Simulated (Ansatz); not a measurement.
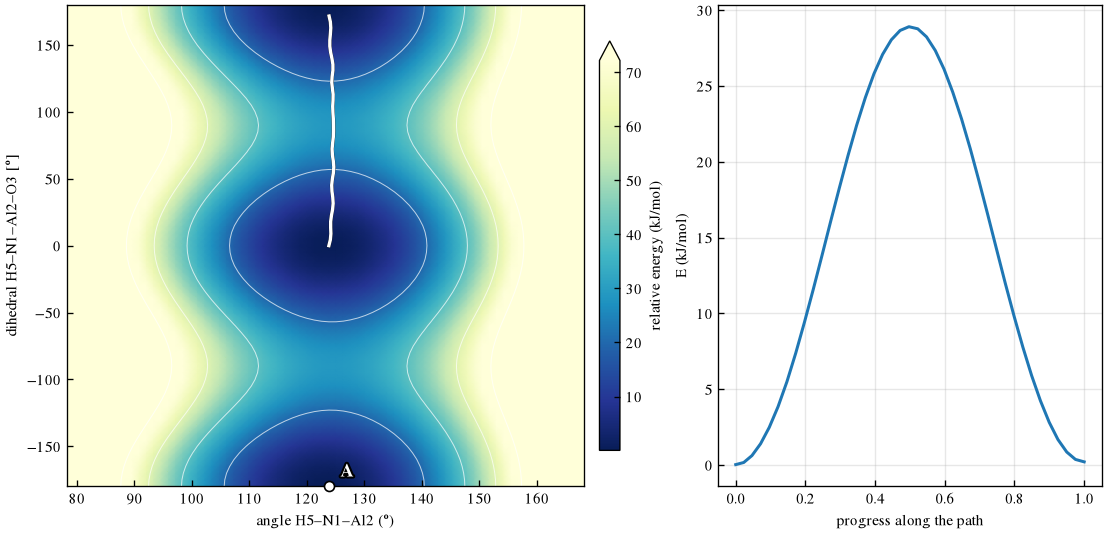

AlFH3NO, SMILES [NH2][Al]([OH])[F]. 
- First axis: angle H5–N1–Al2. Second axis: dihedral H5–N1–Al2–O3.
- Nothing is relaxed (all other coordinates rigid).
- Grid: 15 × 15 points; 182 points were computed and 43 follow by symmetry.
- Energies: kJ/mol, counted from the lowest grid point.
- These are results of RKS SPW92 (LDA)/def2-TZVP (Ansatz 0.2.0), not measurements.

Drawn: a smooth colour map with a few white contour lines, a line along the lowest path, one colour for all values above the top of the scale, the energy along the path at the right, the start A. Between grid points the surface is interpolated.

Q: Describe the path and its barrier.

A: The easiest path leads from the well at angle H5–N1–Al2 = 123.2°, dihedral H5–N1–Al2–O3 = −180° to a well of about the same depth at about angle H5–N1–Al2 = 124°, dihedral H5–N1–Al2–O3 = 0°. Its highest point lies about 29 kJ/mol above the bottom of the first well on the interpolated surface, at about angle H5–N1–Al2 = 125°, dihedral H5–N1–Al2–O3 = 90°. The start is the relaxed structure and all else is held, so a fully relaxed path at this level can only be lower.
